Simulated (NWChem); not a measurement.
**One shape, several levels: CH3O (hydroxymethyl radical)**

Wanted: a comparison of 6 runs (UM06-2X/LANL2DZ, UM06-2X/jorge-TZP, USVWN5/6-311++G(2d,2p), UM06-2X/SBKJC-VDZ, USVWN5/6-31G*, USVWN5/6-31+G*) of CH3O (hydroxymethyl radical). 

Program for the calculation: NWChem 7.3.0.

### 1 Starting point

The species is CH3O (5 atoms), meant as a doublet with charge 0. SMILES: `[CH2]O`. Geometry: relaxed at PBE0-D4/def2-TZVP. This is one conformer, not always the lowest.

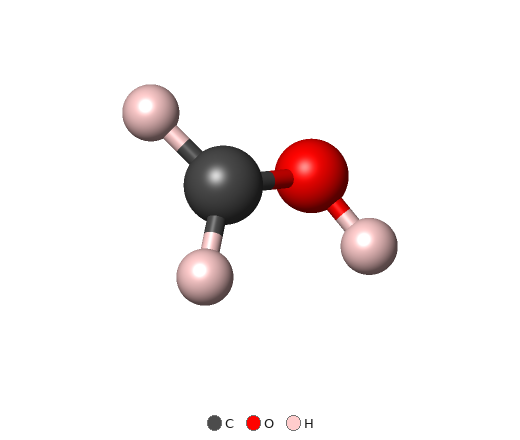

Viewed from a chosen angle; carbon dark grey, oxygen red, hydrogen pink.

### 2 Energy and forces at UM06-2X/LANL2DZ (run 1)

Contents of job.nw:

```
start job
title "CH3O"
memory 2200 mb
charge 0
geometry units angstrom noautosym nocenter noautoz
  C     -0.327200    -0.313600     0.020200
  O      0.269400     0.900700     0.120200
  H     -1.375200    -0.266500    -0.236200
  H      0.274300    -1.179600    -0.230000
  H      1.208500     0.785300     0.284400
end
basis spherical bse
  * library LANL2DZ
end
dft
  xc m06-2x
  mult 2
  grid fine
  convergence energy 1e-08
  iterations 100
  mulliken
  print low
end
task dft gradient
```

On the command line:

```sh
nwchem job.nw > job.out
```

Output:

```text
[...]
 d= 0,ls=0.0,diis     1   -114.9522037802 -1.50D+02  1.28D-02  5.80D-02     0.6
[...]
 d= 0,ls=0.0,diis    11   -114.9871476535 -2.46D-10  3.44D-07  7.78D-12     4.1
[...]
         Total DFT energy =     -114.987147653515
      One electron energy =     -226.211190579505
           Coulomb energy =       90.826918044047
    Exchange-Corr. energy =      -15.047326211333
 Nuclear repulsion energy =       35.444451093276
[...]
      Total Density - Mulliken Population Analysis
     ---------------------------------------------
    Atom       Charge   Shell Charges
 -----------   ------   -------------------------------------------------------
    1 C    6     6.33   2.00  0.74  0.53  2.52  0.53
    2 O    8     8.45   2.00  0.93  0.87  3.48  1.17
    3 H    1     0.79   0.52  0.27
    4 H    1     0.82   0.52  0.30
    5 H    1     0.62   0.49  0.13
[...]
      <S2> =      0.7546 (Exact =     0.7500)
                         DFT ENERGY GRADIENTS
    atom               coordinates                        gradient
                 x          y          z           x          y          z
   1 C      -0.618318  -0.592618   0.038172    0.021496   0.024847   0.005424
   2 O       0.509092   1.702076   0.227145   -0.005363  -0.021040  -0.001015
   3 H      -2.598751  -0.503612  -0.446353    0.000754   0.001084  -0.000983
   4 H       0.518352  -2.229121  -0.434637   -0.000545   0.002952   0.000076
   5 H       2.283734   1.484002   0.537438   -0.016342  -0.007843  -0.003502
 Task  times  cpu:        5.0s     wall:        5.0s
 Total times  cpu:        5.0s     wall:        5.0s
```

Wall time 5.7 s (1 thread of Intel Xeon Platinum 8488C (Sapphire Rapids), shared host); peak memory 0.11 GiB.

### 3 Energy and forces at UM06-2X/jorge-TZP (run 2)

Contents of a.nw:

```
START a
TITLE "CH3O"
memory 2200 mb

GEOMETRY units angstrom noautosym nocenter noautoz
  C     -0.327200    -0.313600     0.020200
  O      0.269400     0.900700     0.120200
  H     -1.375200    -0.266500    -0.236200
  H      0.274300    -1.179600    -0.230000
  H      1.208500     0.785300     0.284400
END

BASIS spherical bse
  C library jorge-TZP
  O library jorge-TZP
  H library jorge-TZP
END

DFT
  xc m06-2x
  mult 2
  grid fine
  convergence energy 1e-08
  iterations 100
  mulliken
  print low
END

TASK dft gradient
```

On the command line:

```sh
nwchem a.nw > a.out
```

Output:

```text
[...]
 d= 0,ls=0.0,diis     1   -115.0171279545 -1.50D+02  2.13D-03  1.07D-01     3.0
[...]
 d= 0,ls=0.0,diis    11   -115.0518874789 -3.93D-09  1.75D-07  3.05D-10    28.2
[...]
         Total DFT energy =     -115.051887478890
      One electron energy =     -226.404620363157
           Coulomb energy =       90.964601985828
    Exchange-Corr. energy =      -15.056320194836
 Nuclear repulsion energy =       35.444451093276
[...]
      Total Density - Mulliken Population Analysis
     ---------------------------------------------
    Atom       Charge   Shell Charges
 -----------   ------   -------------------------------------------------------
    1 C    6     6.07   0.55  1.40  0.01  0.71  0.54  1.24  0.99  0.53  0.02  0.06  0.01
    2 O    8     8.30   0.58  1.38  0.16  0.89  0.76  1.89  1.80  0.81  0.00  0.02  0.00
    3 H    1     0.93   0.27  0.51  0.11  0.02  0.01  0.00
    4 H    1     0.95   0.27  0.52  0.12  0.02  0.02  0.00
    5 H    1     0.76   0.25  0.38  0.03  0.06  0.03  0.01
[...]
      <S2> =      0.7547 (Exact =     0.7500)
                         DFT ENERGY GRADIENTS
    atom               coordinates                        gradient
                 x          y          z           x          y          z
   1 C      -0.618318  -0.592618   0.038172    0.002000   0.002308   0.000115
   2 O       0.509092   1.702076   0.227145   -0.000772  -0.000190   0.000068
   3 H      -2.598751  -0.503612  -0.446353   -0.001533   0.000234  -0.000023
   4 H       0.518352  -2.229121  -0.434637    0.000901  -0.001638  -0.000120
   5 H       2.283734   1.484002   0.537438   -0.000595  -0.000714  -0.000040
 Task  times  cpu:       36.6s     wall:       36.6s
 Total times  cpu:       36.6s     wall:       36.6s
```

It took 37 s on 1 thread of Intel Xeon Platinum 8488C (Sapphire Rapids), shared host; peak memory 0.13 GiB.

Runs 3 to 4 aren't shown in full; the table further down has their settings and results.

### 4 The polarisability at USVWN5/6-31G(d) (spherical functions) (run 5)

Contents of ch3o.nw:

```
START ch3o
TITLE "CH3O SVWN5"
memory total 2200 mb

GEOMETRY units au noautosym nocenter noautoz
   C   -0.61831839  -0.59261811   0.03817247
   O    0.50909222   1.70207632   0.22714508
   H   -2.59875137  -0.50361201  -0.44635331
   H    0.51835188  -2.22912094  -0.43463701
   H    2.28373402   1.48400193   0.53743811
END

BASIS "ao basis" spherical bse
   C library 6-31G*
   O library 6-31G*
   H library 6-31G*
END

DFT
   xc slater vwn_5
   mult 2
   grid fine
   convergence energy 1e-08
   iterations 100
   mulliken
   noprint "final vectors analysis"
END

PROPERTY
   response 1 0
END

TASK dft property
```

On the command line:

```sh
nwchem ch3o.nw > ch3o.out
```

Output:

```text
[...]
          Wavefunction type:  spin polarized.
          No. of atoms     :     5
          No. of electrons :    17
[...]
          Charge           :     0
          Spin multiplicity:     2
[...]
          AO basis - number of functions:    34
[...]
              XC Information
              --------------
                        Slater Exchange Functional  1.000 local
                      VWN V Correlation Functional  1.000 local
[...]
 d= 0,ls=0.0,diis     1   -114.0790001900 -1.50D+02  1.10D-02  1.12D-01     0.4
[...]
 d= 0,ls=0.0,diis    10   -114.1165909122 -4.30D-09  5.83D-07  4.41D-10     2.4
[...]
         Total DFT energy =     -114.116590912189
      One electron energy =     -226.420882968629
           Coulomb energy =       91.022057747803
    Exchange-Corr. energy =      -14.162214231658
 Nuclear repulsion energy =       35.444448540295
[...]
      Total Density - Mulliken Population Analysis
     ---------------------------------------------
    Atom       Charge   Shell Charges
 -----------   ------   -------------------------------------------------------
    1 C    6     6.24   1.99  0.67  2.02  0.56  0.95  0.05
    2 O    8     8.51   2.00  0.89  2.92  0.95  1.71  0.03
    3 H    1     0.83   0.50  0.33
    4 H    1     0.85   0.50  0.35
    5 H    1     0.57   0.46  0.11
[...]
      <S2> =      0.7517 (Exact =     0.7500)
[...]
 Anisotropic =       9.5092915
[...]
```

It took 6.6 s on 1 thread of Intel Xeon Platinum 8488C (Sapphire Rapids), shared host; peak memory 0.11 GiB.

### 5 The polarisability at USVWN5/6-31+G(d) (spherical functions) (run 6)

Contents of ch3o.nw:

```
start ch3o
title "CH3O SVWN5"
memory 2200 mb
geometry units au noautosym nocenter noautoz
 C   -0.61831839  -0.59261811   0.03817247
 O    0.50909222   1.70207632   0.22714508
 H   -2.59875137  -0.50361201  -0.44635331
 H    0.51835188  -2.22912094  -0.43463701
 H    2.28373402   1.48400193   0.53743811
end
basis spherical bse
 * library 6-31+G*
end
dft
 xc slater vwn_5
 mult 2
 grid fine
 convergence energy 1e-08
 maxiter 100
 mulliken
 noprint "final vectors analysis"
end
property
 response 1 0
end
task dft property
```

On the command line:

```sh
nwchem ch3o.nw > ch3o.out
```

Output:

```text
[...]
          Wavefunction type:  spin polarized.
          No. of atoms     :     5
          No. of electrons :    17
[...]
          Charge           :     0
          Spin multiplicity:     2
[...]
          AO basis - number of functions:    42
[...]
              XC Information
              --------------
                        Slater Exchange Functional  1.000 local
                      VWN V Correlation Functional  1.000 local
[...]
 d= 0,ls=0.0,diis     1   -114.0888268528 -1.50D+02  1.06D-02  1.16D-01     0.5
[...]
 d= 0,ls=0.0,diis     8   -114.1290491032 -9.88D-09  4.57D-06  8.62D-08     2.4
[...]
         Total DFT energy =     -114.129049103190
      One electron energy =     -226.130705777273
           Coulomb energy =       90.682649863328
    Exchange-Corr. energy =      -14.125441729542
 Nuclear repulsion energy =       35.444448540295
[...]
      Total Density - Mulliken Population Analysis
     ---------------------------------------------
    Atom       Charge   Shell Charges
 -----------   ------   -------------------------------------------------------
    1 C    6     6.38   2.00  0.67  2.02  0.60  0.88  0.05  0.12  0.05
    2 O    8     8.50   2.00  0.90  2.93  0.96  1.60 -0.01  0.09  0.03
    3 H    1     0.79   0.50  0.29
    4 H    1     0.81   0.50  0.30
    5 H    1     0.52   0.46  0.06
[...]
      <S2> =      0.7518 (Exact =     0.7500)
[...]
 Anisotropic =       4.9122234
[...]
```

Wall time 9.3 s (1 thread of Intel Xeon Platinum 8488C (Sapphire Rapids), shared host); peak memory 0.11 GiB.

### 6 All runs side by side

```tsv
run	level	task	frequency	energy (Eh)	⟨S²⟩	wall time
1	UM06-2X/LANL2DZ	gradient	–	-114.987148	0.755	5.7 s
2	UM06-2X/jorge-TZP	gradient	–	-115.051887	0.755	37 s
3	USVWN5/6-311++G(2d,2p)	polarizability	0	-114.178556	0.752	28 s
4	UM06-2X/SBKJC-VDZ (core potential)	gradient	–	-23.283786	0.755	6.9 s
5	USVWN5/6-31G* (spherical functions)	polarizability	0	-114.116591	0.752	6.6 s
6	USVWN5/6-31+G* (spherical functions)	polarizability	0	-114.129049	0.752	9.3 s
```

### 7 What came out

```
                         quantity          value
              run 6: total energy  -114.12905 Eh
             run 6: dipole moment         1.72 D
                      run 6: ⟨S²⟩          0.752
run 6: mean static polarisability     18.9 bohr³
```

**Reading.** Over runs 4, 5, 6 the dipole moment (its size) runs from 1.60 D (USVWN5/6-31G*) to 2.10 D (UM06-2X/SBKJC-VDZ). The two ends differ in method and basis and core potential. Totals of different functionals can't be ranked against each other. Some runs of one species differ in core potentials or relativity; totals across that change don't compare. All runs together took 94 s, the longest 37 s.
